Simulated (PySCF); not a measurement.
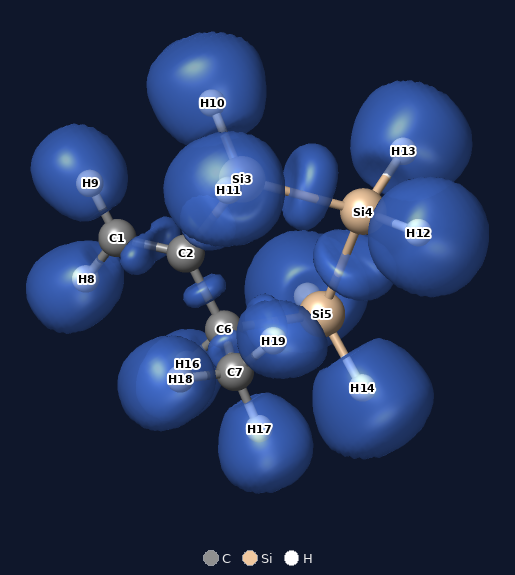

*C4H12Si3. Isosurface of the ELF at 0.85 (blue), seen across its widest extent. Core shells and regions of very low density are left out.*

Geometry: GFN2-xTB.

These are results of CAM-B3LYP/def2-SVPD, SCF density, gas phase in PySCF, not measurements.

The calculation's input:

```
{"job": {"kind": "uv", "xc": "CAM-B3LYP", "basis": "def2-SVPD", "nstates": 8, "ntriplets": 3}, "charge": 0, "multiplicity": 1}
C     -1.483437     1.908559    -0.370521
C     -0.663192     0.936606     0.007493
Si     0.867050     1.275795     1.084874
Si     2.300835    -0.244532     0.060269
Si     0.708360    -1.085379    -1.407971
C     -0.861278    -0.476349    -0.466873
C     -1.145976    -1.396319     0.720465
H     -2.334561     1.735193    -1.014835
H     -1.341229     2.927962    -0.050392
H      1.192503     2.704222     0.996240
H      0.539649     1.028233     2.497296
H      2.866526    -1.251199     0.971757
H      3.483298     0.334135    -0.590789
H      0.557062    -2.529157    -1.632795
H      0.698630    -0.468330    -2.742368
H     -1.732823    -0.506244    -1.129635
H     -1.360009    -2.407083     0.378007
H     -2.007586    -1.038449     1.284035
H     -0.293628    -1.438414     1.398280
```

Command:

```sh
OMP_NUM_THREADS=1 python probes_run.py task.json out
```

> What do the ELF domains correspond to?

The surface consists of three regions between bonded C–C atoms (shared pairs), two regions between bonded C–Si atoms (shared pairs), two regions between bonded Si–Si atoms (shared pairs) and twelve regions around hydrogen nuclei. Profiles from the grid: C–C (1.33 Å): the ELF peaks at about 0.90 between the atoms: a multiple bond. C–Si (1.90 Å): the ELF peaks at about 1 between the atoms (a covalent bond).
